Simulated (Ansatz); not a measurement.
# F₃GaH₃P: single points with varied inputs

Aim: run F₃GaH₃P under a spread of inputs, and see what each costs and gives.

Computed with Ansatz 0.2.0, Gaussian basis. Level: the settings change from run to run.

### Step 1. The geometry

The geometry comes from an earlier relaxation with PBE0-D4 in a triple-zeta def2 set; it is a stationary point, not always the lowest conformer.

8 atoms, charge 0, spin multiplicity 1.

Atoms are counted from 1 here; the program's logs count them from 0.

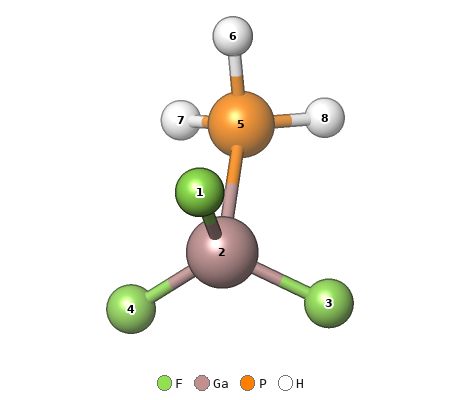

The geometry (fluorine green, gallium pink, phosphorus orange, hydrogen white); atoms are numbered from 1 in the order of the file.

### Step 2. wB97M-V/cc-pVTZ

Set apart from the defaults: atoms shaken by 0.15 Å.

The input, in.yaml:

```yaml
crystal:
  periodic: [false, false, false]
  atoms:
    - {symbol: F, position_ang: [0.155523, -1.762640, 1.092399]}
    - {symbol: Ga, position_ang: [0.482781, -0.975859, -0.225312]}
    - {symbol: F, position_ang: [2.354932, -0.480806, 0.313725]}
    - {symbol: F, position_ang: [0.706852, -1.593074, -1.544787]}
    - {symbol: P, position_ang: [-0.526783, 1.105644, -0.128481]}
    - {symbol: H, position_ang: [-1.553319, 0.967652, 0.786851]}
    - {symbol: H, position_ang: [-1.111844, 1.223913, -1.399223]}
    - {symbol: H, position_ang: [-0.062333, 2.208546, 0.180821]}
basis:
  gaussian: {orbitals: cc-pVTZ}
hamiltonian: {xc: {name: wB97M-V}}
```

Launch:

```console
ansatz run in.yaml --threads 4 --pin off --events-out ev --progress --plain --max-ram 10444MiB
```

Standard output, shortened:

```text
Functional definition: wB97M-V
  name "wB97M-V"
  cite "Mardirossian & Head-Gordon, J. Chem. Phys. 144, 214110 (2016) doi:10.1063/1.4952647"
  cite "Becke, J. Chem. Phys. 107, 8554 (1997) doi:10.1063/1.475007"
  cite "Vydrov & Van Voorhis, J. Chem. Phys. 133, 244103 (2010) doi:10.1063/1.3521275"
  # Of w^i u^j: cxij and so on, Table III.
[...]
  gx(w, u) = 1 - cx + cx01*u + cx10*w
  gss(w, u) = css00 + css04*u^4 + css10*w + css20*w^2 + css43*w^4*u^3
  gos(w, u) = cos00 + cos10*w + (cos20 + cos21*u)*w^2 + (cos60 + cos61*u)*w^6
[...]
      + integral(e_c_pw_mod_opposite_spin*gos(b97_w_opposite, b97_u_opposite)) + vv10(b, c)
1263 factors; their error is unknown
270 factors; integrals over basis functions are off by at most 7.3e-6 eV
[...]
mean field -69864.91943114 eV, -2567.4884329511 hartree, gradient 7.2e-5 eV, S^2 0.000000; 0 other end points of the search recorded, 0 dependent functions left out
reference -69864.91949055 eV, -2567.4884351346 hartree; 38, 38 occupied and 171, 171 virtual orbitals, 1263 factors
Total energy: -69864.91949055 eV, -2567.4884351346 hartree
```

Run time: 8 s. Hardware: 4 threads of Arm Neoverse V1, shared host; peak memory 0.61 GiB.

### Step 3. HF/cc-pVTZ-DK

Set apart from the defaults: high accuracy, the search for lower states set to off.

The input, in.yaml:

```yaml
crystal:
  periodic: [false, false, false]
  atoms:
    - {symbol: F, position_ang: [-0.150421, -2.040264, 1.276939]}
    - {symbol: Ga, position_ang: [0.736087, -1.171020, 0.038419]}
    - {symbol: F, position_ang: [2.309345, -0.537026, 0.483892]}
    - {symbol: F, position_ang: [0.540587, -1.722957, -1.614626]}
    - {symbol: P, position_ang: [-0.581201, 0.944092, -0.044220]}
    - {symbol: H, position_ang: [-1.670515, 1.058755, 0.837469]}
    - {symbol: H, position_ang: [-1.197177, 1.271461, -1.265094]}
    - {symbol: H, position_ang: [0.105494, 2.139760, 0.231321]}
basis:
  gaussian: {orbitals: cc-pVTZ-DK}
hamiltonian: {xc: {name: HF}}
accuracy: high
scf: {lower_state_search: off}
output: {forces: true}
```

The command is unchanged.

Standard output, shortened:

```text
Functional definition: HF
  name "HF"
  cite "Fock, Z. Phys. 61, 126 (1930) doi:10.1007/BF01340294"
  parent pbe
[...]
3518 factors; integrals over basis functions are off by at most 6.9e-9 eV
[...]
mean field -70323.69707592 eV, -2584.3482004262 hartree, gradient 2.9e-8 eV, S^2 0.000000; 0 other end points of the search recorded, 0 dependent functions left out
[...]
reference -70323.69707592 eV, -2584.3482004262 hartree; 38, 38 occupied and 171, 171 virtual orbitals, 3518 factors
Total energy: -70323.69707592 eV, -2584.3482004262 hartree
Relativity: scalar
Atom 0 at    -0.150421    -2.040264     1.276939 Å, force     0.346418     0.267241    -0.443615 eV/Å
Atom 1 at     0.736087    -1.171020     0.038419 Å, force     0.219497    -0.351872     0.013704 eV/Å
Atom 2 at     2.309345    -0.537026     0.483892 Å, force    -0.536748    -0.273287    -0.157818 eV/Å
Atom 3 at     0.540587    -1.722957    -1.614626 Å, force     0.098413     0.153473     0.595781 eV/Å
Atom 4 at    -0.581201     0.944092    -0.044220 Å, force    -0.455060     0.731056    -0.028539 eV/Å
Atom 5 at    -1.670515     1.058755     0.837469 Å, force     0.235051    -0.103280    -0.144041 eV/Å
Atom 6 at    -1.197177     1.271461    -1.265094 Å, force     0.155181    -0.139341     0.207806 eV/Å
Atom 7 at     0.105494     2.139760     0.231321 Å, force    -0.062752    -0.283991    -0.043279 eV/Å
Dipole moment:    -0.737048     1.182867    -0.046270 e Å
Checks for a lower state left out: stability, starts, cluster_reference, orbital_swaps, neighbouring_geometries, increment
```

Wall time 11 s (4 threads of Arm Neoverse V1, shared host); peak memory 1.1 GiB.

Largest force 0.862 eV/Å, dipole 6.70 D.

### Step 4. HSE06/cc-pVTZ-DK

This run has density fitting with def2-universal-jkfit, D3(BJ) with three-body dispersion, the search for lower states set to full.

Changes to in.yaml since step 3:

```diff
@@ -12,6 +12,5 @@
 basis:
-  gaussian: {orbitals: cc-pVTZ-DK}
-hamiltonian: {xc: {name: HF}}
-accuracy: high
-scf: {lower_state_search: off}
+  gaussian: {orbitals: cc-pVTZ-DK, fitting: {mean_field: def2-universal-jkfit}}
+hamiltonian: {xc: {name: HSE06}, dispersion: d3bjatm}
+scf: {lower_state_search: full}
 output: {forces: true}
```

The command is unchanged.

Standard output, shortened:

```text
Functional definition: HSE06
  name "HSE06"
  cite "Heyd, Scuseria & Ernzerhof, J. Chem. Phys. 118, 8207 (2003) doi:10.1063/1.1564060"
  cite "Krukau, Vydrov, Izmaylov & Scuseria, J. Chem. Phys. 125, 224106 (2006) doi:10.1063/1.2404663"
  cite "Heyd & Scuseria, J. Chem. Phys. 120, 7274 (2004) doi:10.1063/1.1668634"
  cite "Ernzerhof & Perdew, J. Chem. Phys. 109, 3313 (1998) doi:10.1063/1.476928"
  cite "Perdew, Burke & Ernzerhof, Phys. Rev. Lett. 77, 3865 (1996) doi:10.1103/PhysRevLett.77.3865"
  parent pbe
[...]
  # The whole range is PBE's own exchange, as in plane waves. The composition of these papers is wPBEh.
[...]
679 factors; integrals over basis functions are off by at most 1.1e0 eV
679 factors; integrals over basis functions are off by at most 1.8e-7 eV
[...]
reference -70401.69415599 eV, -2587.2145402504 hartree; 38, 38 occupied and 171, 171 virtual orbitals, 679 factors
Total energy: -70401.80333796 eV, -2587.2185526140 hartree
Relativity: scalar
Atom 0 at    -0.150421    -2.040264     1.276939 Å, force     0.055795     0.060381    -0.081651 eV/Å
Atom 1 at     0.736087    -1.171020     0.038419 Å, force     0.036406    -0.058832     0.002639 eV/Å
Atom 2 at     2.309345    -0.537026     0.483892 Å, force    -0.105056    -0.038372    -0.029263 eV/Å
Atom 3 at     0.540587    -1.722957    -1.614626 Å, force     0.010949     0.040066     0.108294 eV/Å
Atom 4 at    -0.581201     0.944092    -0.044220 Å, force     0.036418    -0.058781     0.002111 eV/Å
Atom 5 at    -1.670515     1.058755     0.837469 Å, force    -0.033743     0.005643     0.026689 eV/Å
Atom 6 at    -1.197177     1.271461    -1.265094 Å, force    -0.020044     0.011637    -0.036650 eV/Å
Atom 7 at     0.105494     2.139760     0.231321 Å, force     0.019275     0.038258     0.007831 eV/Å
Dipole moment:    -0.706667     1.134200    -0.044355 e Å
```

It took 3.4 s on 4 threads of Arm Neoverse V1, shared host; peak memory 0.66 GiB.

Largest force 0.116 eV/Å, dipole 6.42 D.

### Step 5. wB97M-V/cc-pVDZ

Changes to in.yaml since step 4:

```diff
@@ -12,5 +12,4 @@
 basis:
-  gaussian: {orbitals: cc-pVTZ-DK, fitting: {mean_field: def2-universal-jkfit}}
-hamiltonian: {xc: {name: HSE06}, dispersion: d3bjatm}
-scf: {lower_state_search: full}
+  gaussian: {orbitals: cc-pVDZ}
+hamiltonian: {xc: {name: wB97M-V}}
 output: {forces: true}
```

Same command.

Standard output, shortened:

```text
Functional definition: wB97M-V
  name "wB97M-V"
  cite "Mardirossian & Head-Gordon, J. Chem. Phys. 144, 214110 (2016) doi:10.1063/1.4952647"
  cite "Becke, J. Chem. Phys. 107, 8554 (1997) doi:10.1063/1.475007"
  cite "Vydrov & Van Voorhis, J. Chem. Phys. 133, 244103 (2010) doi:10.1063/1.3521275"
  # Of w^i u^j: cxij and so on, Table III.
[...]
  gx(w, u) = 1 - cx + cx01*u + cx10*w
  gss(w, u) = css00 + css04*u^4 + css10*w + css20*w^2 + css43*w^4*u^3
  gos(w, u) = cos00 + cos10*w + (cos20 + cos21*u)*w^2 + (cos60 + cos61*u)*w^6
[...]
      + integral(e_c_pw_mod_opposite_spin*gos(b97_w_opposite, b97_u_opposite)) + vv10(b, c)
1035 factors; integrals over basis functions are off by at most 1.2e-3 eV
256 factors; integrals over basis functions are off by at most 5.4e-6 eV
[...]
mean field -69863.46130640 eV, -2567.4348478551 hartree, gradient 4.8e-5 eV, S^2 0.000000; 0 other end points of the search recorded, 0 dependent functions left out
[...]
reference -69863.46136114 eV, -2567.4348498671 hartree; 38, 38 occupied and 64, 64 virtual orbitals, 1035 factors
Total energy: -69863.46136114 eV, -2567.4348498671 hartree
Atom 0 at    -0.150421    -2.040264     1.276939 Å, force    -0.201616    -0.159769     0.259741 eV/Å
Atom 1 at     0.736087    -1.171020     0.038419 Å, force    -0.005223     0.008547    -0.000035 eV/Å
Atom 2 at     2.309345    -0.537026     0.483892 Å, force     0.317004     0.156740     0.093282 eV/Å
Atom 3 at     0.540587    -1.722957    -1.614626 Å, force    -0.055745    -0.092700    -0.349452 eV/Å
Atom 4 at    -0.581201     0.944092    -0.044220 Å, force     0.087954    -0.141977     0.005352 eV/Å
Atom 5 at    -1.670515     1.058755     0.837469 Å, force    -0.140817     0.022480     0.110177 eV/Å
Atom 6 at    -1.197177     1.271461    -1.265094 Å, force    -0.082332     0.048797    -0.152826 eV/Å
Atom 7 at     0.105494     2.139760     0.231321 Å, force     0.080775     0.157880     0.033761 eV/Å
Dipole moment:    -0.706982     1.134665    -0.044366 e Å
```

Wall time 6 s (4 threads of Arm Neoverse V1, shared host); peak memory 0.3 GiB.

Largest force 0.366 eV/Å, dipole 6.42 D.

### Step 6. PBEsol/x2c-TZVPPall

Options: D3(BJ) with three-body dispersion.

Changes to in.yaml since step 5:

```diff
@@ -12,4 +12,3 @@
 basis:
-  gaussian: {orbitals: cc-pVDZ}
-hamiltonian: {xc: {name: wB97M-V}}
-output: {forces: true}
+  gaussian: {orbitals: x2c-TZVPPall}
+hamiltonian: {xc: {name: PBEsol}, dispersion: d3bjatm}
```

Launched as before.

Standard output:

```text
Functional definition: PBEsol
  name "PBEsol"
  cite "Perdew et al., Phys. Rev. Lett. 100, 136406 (2008) doi:10.1103/PhysRevLett.100.136406"
  cite "Perdew, Burke & Ernzerhof, Phys. Rev. Lett. 77, 3865 (1996) doi:10.1103/PhysRevLett.77.3865"
  parent pbesol
  exchange = pbesol_x
  correlation = pbesol_c
1301 factors; their error is unknown
mean field evaluation 1: about -70313.0266 eV, gradient 7.5e1 eV
mean field evaluation 2: about -70267.3867 eV, gradient 1.9e2 eV
mean field evaluation 4: about -70320.3503 eV, gradient 9.0e0 eV
mean field evaluation 8: about -70320.4538 eV, gradient 1.6e-1 eV
mean field evaluation 16: about -70320.4328 eV, gradient 2.5e-5 eV
mean field -70320.43276927 eV, -2584.2282393692 hartree, gradient 3.1e-5 eV, S^2 0.000000; 0 other end points of the search recorded, 0 dependent functions left out
reference -70320.43280961 eV, -2584.2282408517 hartree; 38, 38 occupied and 187, 187 virtual orbitals, 1301 factors
Total energy: -70320.49557267 eV, -2584.2305473517 hartree
Relativity: scalar
```

Wall time 1.8 s (4 threads of Arm Neoverse V1, shared host); peak memory 0.27 GiB.

### Step 7. SPW92/x2c-TZVPPall

Changes to in.yaml since step 6:

```diff
@@ -13,2 +13,3 @@
   gaussian: {orbitals: x2c-TZVPPall}
-hamiltonian: {xc: {name: PBEsol}, dispersion: d3bjatm}
+hamiltonian: {xc: {name: SPW92}}
+output: {forces: true}
```

Launched as before.

Standard output, shortened:

```text
Functional definition: SPW92
  name "SPW92"
  cite "Dirac, Proc. Camb. Phil. Soc. 26, 376 (1930) doi:10.1017/S0305004100016108"
  cite "Slater, Phys. Rev. 81, 385 (1951) doi:10.1103/PhysRev.81.385"
  cite "Perdew & Wang, Phys. Rev. B 45, 13244 (1992) doi:10.1103/PhysRevB.45.13244"
[...]
1301 factors; their error is unknown
[...]
mean field -70248.07006292 eV, -2581.5689589604 hartree, gradient 4.1e-5 eV, S^2 0.000000; 0 other end points of the search recorded, 0 dependent functions left out
[...]
reference -70248.07010067 eV, -2581.5689603474 hartree; 38, 38 occupied and 187, 187 virtual orbitals, 1301 factors
Total energy: -70248.07010067 eV, -2581.5689603474 hartree
Relativity: scalar
Atom 0 at    -0.150421    -2.040264     1.276939 Å, force     0.150365     0.170104    -0.223264 eV/Å
Atom 1 at     0.736087    -1.171020     0.038419 Å, force    -0.064452     0.103797    -0.004155 eV/Å
Atom 2 at     2.309345    -0.537026     0.483892 Å, force    -0.290878    -0.100033    -0.080102 eV/Å
Atom 3 at     0.540587    -1.722957    -1.614626 Å, force     0.026388     0.113161     0.296312 eV/Å
Atom 4 at    -0.581201     0.944092    -0.044220 Å, force     0.387773    -0.623496     0.024225 eV/Å
Atom 5 at    -1.670515     1.058755     0.837469 Å, force    -0.190937     0.042384     0.142105 eV/Å
Atom 6 at    -1.197177     1.271461    -1.265094 Å, force    -0.114700     0.076520    -0.198548 eV/Å
Atom 7 at     0.105494     2.139760     0.231321 Å, force     0.096441     0.217563     0.043427 eV/Å
Dipole moment:    -0.700544     1.124413    -0.043969 e Å
```

Run time: 1.6 s. Hardware: 4 threads of Arm Neoverse V1, shared host; peak memory 0.27 GiB.

Largest force 0.735 eV/Å, dipole 6.37 D.

### Step 8. wB97/def2-TZVP

Options: atoms shaken by 0.15 Å, finite nuclei.

The input, in.yaml:

```yaml
crystal:
  periodic: [false, false, false]
  atoms:
    - {symbol: F, position_ang: [-0.000384, -1.925594, 1.301102]}
    - {symbol: Ga, position_ang: [0.824178, -1.155065, 0.110879]}
    - {symbol: F, position_ang: [2.501634, -0.261011, 0.058940]}
    - {symbol: F, position_ang: [0.273958, -1.678053, -1.455195]}
    - {symbol: P, position_ang: [-0.534125, 0.836265, -0.302767]}
    - {symbol: H, position_ang: [-1.879446, 1.030071, 1.065904]}
    - {symbol: H, position_ang: [-1.087416, 1.420270, -1.253841]}
    - {symbol: H, position_ang: [0.061610, 1.932254, 0.044135]}
basis:
  gaussian: {orbitals: def2-TZVP, nuclear_model: gaussian}
hamiltonian: {xc: {name: wB97}}
output: {forces: true}
```

Launched as before.

Standard output, shortened:

```text
Functional definition: wB97
  name "wB97"
  cite "Chai & Head-Gordon, J. Chem. Phys. 128, 084106 (2008) doi:10.1063/1.2834918"
  cite "Becke, J. Chem. Phys. 107, 8554 (1997) doi:10.1063/1.475007"
[...]
  # The coefficients of nought are those of the uniform gas.
[...]
      + integral(e_c_pw_opposite_spin*poly(b97_u_opposite, 1, cos1, cos2, cos3, cos4))
1238 factors; their error is unknown
359 factors; integrals over basis functions are off by at most 2.1e-5 eV
[...]
mean field -69873.71160925 eV, -2567.8115395370 hartree, gradient 2.5e-5 eV, S^2 0.000000; 0 other end points of the search recorded, 0 dependent functions left out
[...]
reference -69873.71159835 eV, -2567.8115391367 hartree; 38, 38 occupied and 158, 158 virtual orbitals, 1238 factors
Total energy: -69873.71159835 eV, -2567.8115391367 hartree
Atom 0 at    -0.000384    -1.925594     1.301102 Å, force    -1.429157    -1.765954     3.145726 eV/Å
Atom 1 at     0.824178    -1.155065     0.110879 Å, force     3.665116     3.029578    -2.985475 eV/Å
Atom 2 at     2.501634    -0.261011     0.058940 Å, force    -2.220531    -1.356774     0.363827 eV/Å
Atom 3 at     0.273958    -1.678053    -1.455195 Å, force     0.129107    -0.708096    -0.980758 eV/Å
Atom 4 at    -0.534125     0.836265    -0.302767 Å, force    -2.004398    -3.141854     6.770328 eV/Å
Atom 5 at    -1.879446     1.030071     1.065904 Å, force     2.748743    -0.433381    -3.089863 eV/Å
Atom 6 at    -1.087416     1.420270    -1.253841 Å, force    -2.723944     1.704062    -4.429124 eV/Å
Atom 7 at     0.061610     1.932254     0.044135 Å, force     1.835064     2.672418     1.205339 eV/Å
Dipole moment:    -0.599212     0.763729     0.069560 e Å
```

Wall time 5.5 s (4 threads of Arm Neoverse V1, shared host); peak memory 0.38 GiB.

Largest force 7.728 eV/Å, dipole 4.67 D.

### Step 9. r2SCAN0/def2-TZVPP

This run has unrestricted orbitals, finite nuclei, D4 dispersion.

The input, in.yaml:

```yaml
crystal:
  periodic: [false, false, false]
  atoms:
    - {symbol: F, position_ang: [-0.150421, -2.040264, 1.276939]}
    - {symbol: Ga, position_ang: [0.736087, -1.171020, 0.038419]}
    - {symbol: F, position_ang: [2.309345, -0.537026, 0.483892]}
    - {symbol: F, position_ang: [0.540587, -1.722957, -1.614626]}
    - {symbol: P, position_ang: [-0.581201, 0.944092, -0.044220]}
    - {symbol: H, position_ang: [-1.670515, 1.058755, 0.837469]}
    - {symbol: H, position_ang: [-1.197177, 1.271461, -1.265094]}
    - {symbol: H, position_ang: [0.105494, 2.139760, 0.231321]}
basis:
  gaussian: {orbitals: def2-TZVPP, nuclear_model: gaussian}
magnetization: {spin_polarized: true, initial_magnetization: 0}
hamiltonian: {xc: {name: r2SCAN0}, dispersion: d4}
```

Launched as before.

Standard output, shortened:

```text
Functional definition: r2SCAN0
  name "r2SCAN0"
  cite "Bursch, Neugebauer, Ehlert & Grimme, J. Chem. Phys. 156, 134105 (2022) doi:10.1063/5.0086040"
  cite "Furness, Kaplan, Ning, Perdew & Sun, J. Phys. Chem. Lett. 11, 8208 (2020) doi:10.1021/acs.jpclett.0c02405"
  cite "Furness, Kaplan, Ning, Perdew & Sun, J. Phys. Chem. Lett. 11, 9248 (2020) doi:10.1021/acs.jpclett.0c03077"
  parent r2scan
[...]
1358 factors; their error is unknown
[...]
mean field -69867.62499515 eV, -2567.5878605944 hartree, gradient 2.3e-5 eV, S^2 0.000000; 0 other end points of the search recorded, 0 dependent functions left out
reference -69867.62500611 eV, -2567.5878609974 hartree; 38, 38 occupied and 187, 187 virtual orbitals, 1358 factors
Total energy: -69867.67357339 eV, -2567.5896458120 hartree
```

Run time: 8.5 s. Hardware: 4 threads of Arm Neoverse V1, shared host; peak memory 0.94 GiB.

⟨S²⟩ 0.000.

### Step 10. PBE-QIDH/cc-pVDZ

Changes to in.yaml since step 9:

```diff
@@ -12,4 +12,4 @@
 basis:
-  gaussian: {orbitals: def2-TZVPP, nuclear_model: gaussian}
-magnetization: {spin_polarized: true, initial_magnetization: 0}
-hamiltonian: {xc: {name: r2SCAN0}, dispersion: d4}
+  gaussian: {orbitals: cc-pVDZ}
+hamiltonian: {xc: {name: PBE-QIDH}}
+output: {forces: true}
```

The command is unchanged.

Standard output, shortened:

```text
Functional definition: PBE-QIDH
  name "PBE-QIDH"
  cite "Brémond, Sancho-García, Pérez-Jiménez & Adamo, J. Chem. Phys. 141, 031101 (2014) doi:10.1063/1.4890314"
  cite "Perdew, Burke & Ernzerhof, Phys. Rev. Lett. 77, 3865 (1996) doi:10.1103/PhysRevLett.77.3865"
[...]
1035 factors; integrals over basis functions are off by at most 1.2e-3 eV
[...]
mean field -69827.18764877 eV, -2566.1018155246 hartree, gradient 3.3e-6 eV, S^2 0.000000; 0 other end points of the search recorded, 0 dependent functions left out
17 core orbitals not correlated: weight in the atoms' cores, before any rotation towards them, 1.000 or more for the frozen orbitals, at most 0.000 for the correlated occupied ones
reference -69827.18766266 eV, -2566.1018160349 hartree; 21, 21 occupied and 64, 64 virtual orbitals, 1035 factors
second order -23.90883091 eV of doubles, -0.00000000 eV of singles
[...]
Total energy: -69835.15727296 eV, -2566.3946938115 hartree
Atom 0 at    -0.150421    -2.040264     1.276939 Å, force    -0.095259    -0.084089     0.127276 eV/Å
Atom 1 at     0.736087    -1.171020     0.038419 Å, force    -0.005181     0.009046    -0.000344 eV/Å
Atom 2 at     2.309345    -0.537026     0.483892 Å, force     0.158881     0.070674     0.046134 eV/Å
Atom 3 at     0.540587    -1.722957    -1.614626 Å, force    -0.023634    -0.051134    -0.170855 eV/Å
Atom 4 at    -0.581201     0.944092    -0.044220 Å, force    -0.012822     0.019988    -0.000888 eV/Å
Atom 5 at    -1.670515     1.058755     0.837469 Å, force    -0.058928    -0.017937     0.062381 eV/Å
Atom 6 at    -1.197177     1.271461    -1.265094 Å, force    -0.026760    -0.003642    -0.083400 eV/Å
Atom 7 at     0.105494     2.139760     0.231321 Å, force     0.063703     0.057093     0.019696 eV/Å
Dipole moment:    -0.727794     1.168082    -0.045682 e Å
```

Run time: 3.9 s. Hardware: 4 threads of Arm Neoverse V1, shared host.

Largest force 0.180 eV/Å, dipole 6.61 D.

### Step 11. The runs in one table

```
              level  charge  multiplicity  geometry  functions  energy (eV)   time
    wB97M-V/cc-pVTZ       0             1    shaken        209   -69864.919    8 s
      HF/cc-pVTZ-DK       0             1   relaxed        209   -70323.697   11 s
   HSE06/cc-pVTZ-DK       0             1   relaxed        209   -70401.803  3.4 s
    wB97M-V/cc-pVDZ       0             1   relaxed        102   -69863.461    6 s
PBEsol/x2c-TZVPPall       0             1   relaxed        225   -70320.496  1.8 s
 SPW92/x2c-TZVPPall       0             1   relaxed        225   -70248.070  1.6 s
     wB97/def2-TZVP       0             1    shaken        196   -69873.712  5.5 s
 r2SCAN0/def2-TZVPP       0             1   relaxed        225   -69867.674  8.5 s
   PBE-QIDH/cc-pVDZ       0             1   relaxed        102   -69835.157  3.9 s
```

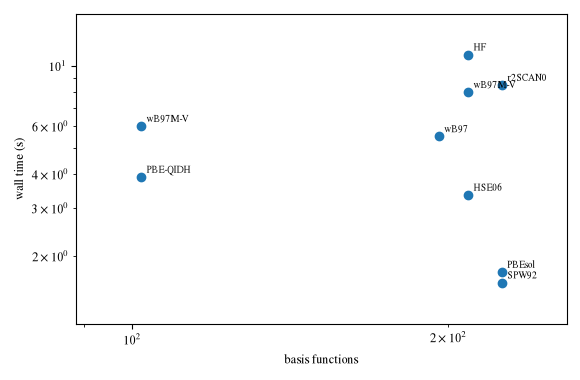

Wall time against the number of basis functions (shared host).

### Step 12. Outcome

```
                                         quantity                      value
                                             runs                          9
                                         quickest  SPW92/x2c-TZVPPall, 1.6 s
                                          slowest        HF/cc-pVTZ-DK, 11 s
spread of total energies, same state and geometry                   566.6 eV
                  dipole, same state and geometry             6.37 to 6.70 D
```

What this shows: Run time spans a factor of 7, from SPW92/x2c-TZVPPall to HF/cc-pVTZ-DK. The jobs differ in tasks and options as well as level. Total energies at one charge and spin differ by 567 eV between levels, so only differences within one level mean anything. Some of these runs are scalar-relativistic and others not, which shifts the totals of all-electron atoms past neon by several eV an atom and more; core potentials, where a basis has them, take the core out of the total altogether. At the PBE0-D4/def2-TZVP geometry and in the same state, the sound runs without point charges leave forces up to 0.86 eV/Å (HF/cc-pVTZ-DK), against 7.7 eV/Å where the atoms were moved. At that geometry and state the dipole changes by 5 % between the lowest and highest value.
